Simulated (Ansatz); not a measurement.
# AlHCl2 (SMILES [H][Al]([Cl])[Cl]) at CCSDT/STO-3G

What is the energy change on altering one bond length of AlHCl2 at CCSDT/STO-3G? 

Program for the calculation: Ansatz 0.2.0.

59 further runs of the same task are left out: 4 that didn't finish, 55 set aside as unsound or not needed.

## Step 1: The system as given

AlHCl2: 4 atoms, total charge 0, spin state singlet. As SMILES, `[H][Al]([Cl])[Cl]`. The shape comes from GFN2-xTB, which is rough for such elements, and wasn't checked as a minimum.

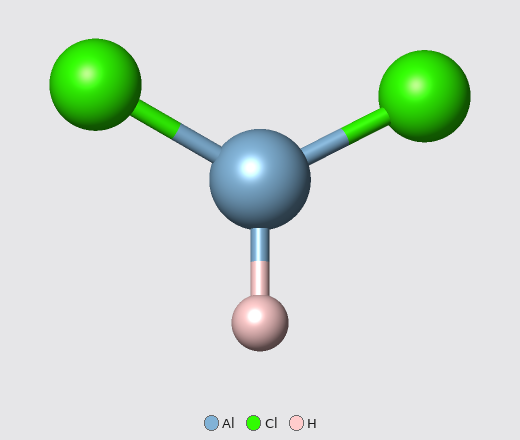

Viewed from a chosen angle; aluminium light blue, chlorine green, hydrogen pink.

## Step 2: The energy at CCSDT/STO-3G

molecule.yaml

```yaml
crystal:
  periodic: [false, false, false]
  atoms:
    - symbol: Al
      position_ang: [-0.047750, -0.080660, -0.000420]
    - symbol: Cl
      position_ang: [1.971850, -0.182600, 0.014280]
    - symbol: Cl
      position_ang: [-1.095680, 1.649890, -0.015830]
    - symbol: H
      position_ang: [-0.828410, -1.386630, 0.001980]
basis:
  gaussian: {orbitals: STO-3G}
correlation: {method: ccsdt, frozen_orbitals: {Al: 5, Cl: 5, H: 0}}
accuracy: high
scf: {omitted_lower_state_checks: [cluster_reference, increment]}
```

The run is started by

```sh
$ ansatz run molecule.yaml --threads 1 --pin off --max-ram 2610MiB --events-out events.jsonl --progress --plain --runs-dir runs
```

Standard output, cut to the lines that bear on the results:

```text
Warning: RAYON_NUM_THREADS=1 ignored (pool sized by the plan → 1); use --threads N
Functional definition: HF
  name "HF"
[...]
504 factors; integrals over basis functions are off by at most 2.2e-8 eV
[...]
mean field -31264.07331900 eV, -1148.9335029231 hartree, gradient 7.1e-8 eV, S^2 0.000000; 0 other end points of the search recorded, 0 dependent functions left out
15 core orbitals not correlated: weight in the atoms' cores, before any rotation towards them, 0.999 or more for the frozen orbitals, at most 0.000 for the correlated occupied ones
reference -31264.07331900 eV, -1148.9335029231 hartree; 9, 9 occupied and 4, 4 virtual orbitals, 504 factors
second order -0.85869132 eV of doubles, -0.00000000 eV of singles
cycle   1  -1.02625274 eV  change   -1.7e-1 eV  update   4.9e-2
[...]
cycle  19  -1.16936155 eV  change  -4.1e-10 eV  update   1.2e-9
Total energy: -31265.24268055 eV, -1148.9764761676 hartree
Checks for a lower state left out: cluster_reference, increment
```

It took 0.36 s on 1 thread of Arm Neoverse V1, shared host.

## Step 3: The distorted shape at the same level

molecule.yaml

```yaml
basis:
  gaussian:
    orbitals: STO-3G
crystal:
  periodic: [false, false, false]
  atoms:
    - {symbol: Al, position_ang: [-0.552669, -0.055174, -0.004095]}
    - {symbol: Cl, position_ang: [1.971850, -0.182600, 0.014280]}
    - {symbol: Cl, position_ang: [-1.600599, 1.675376, -0.019505]}
    - {symbol: H, position_ang: [-1.333329, -1.361144, -0.001695]}
correlation:
  method: ccsdt
  frozen_orbitals: {Al: 5, Cl: 5, H: 0}
accuracy: high
scf:
  omitted_lower_state_checks: [cluster_reference, increment]
```

The run is started by

```sh
$ ansatz run molecule.yaml --threads 1 --pin off --max-ram 2610MiB --events-out events.jsonl --progress --plain --runs-dir runs
```

Standard output, cut to the lines that bear on the results:

```text
Warning: RAYON_NUM_THREADS=1 ignored (pool sized by the plan → 1); use --threads N
Functional definition: HF
  name "HF"
[...]
493 factors; integrals over basis functions are off by at most 8.3e-9 eV
[...]
mean field -31262.51281124 eV, -1148.8761553210 hartree, gradient 8.7e-9 eV, S^2 0.000000; 0 other end points of the search recorded, 0 dependent functions left out
15 core orbitals not correlated: weight in the atoms' cores, before any rotation towards them, 0.999 or more for the frozen orbitals, at most 0.000 for the correlated occupied ones
reference -31262.51281124 eV, -1148.8761553210 hartree; 9, 9 occupied and 4, 4 virtual orbitals, 493 factors
second order -0.95639011 eV of doubles, -0.00000000 eV of singles
cycle   1  -1.15122889 eV  change   -1.9e-1 eV  update   6.2e-2
[...]
cycle  23  -1.34431654 eV  change  -6.1e-10 eV  update  7.7e-10
Total energy: -31263.85712778 eV, -1148.9255580426 hartree
Checks for a lower state left out: cluster_reference, increment
```

Wall time 0.4 s (1 thread of Arm Neoverse V1, shared host).

## Step 4: Results

Level: CCSDT/STO-3G, 15 core orbitals frozen.

| quantity | value |
| --- | --- |
| first shape: total energy | -1148.97648 Eh |
| first shape: correlation energy (15 core orbitals frozen) | -43.0 mEh |
| first shape: T1 diagnostic | 0.007 |
| distorted shape: total energy | -1148.92556 Eh |
| distorted shape: correlation energy (15 core orbitals frozen) | -49.4 mEh |
| distorted shape: T1 diagnostic | 0.011 |
| energy change with the Al1–Cl2 bond stretched from 2.022 to 2.528 Å | 1.386 eV |

What this shows: With the Al1–Cl2 bond stretched from 2.022 to 2.528 Å the energy rises by 1.39 eV (32 kcal/mol). The first shape isn't relaxed at this level, so the change isn't measured from a minimum. The minimal basis adds a large error of its own.
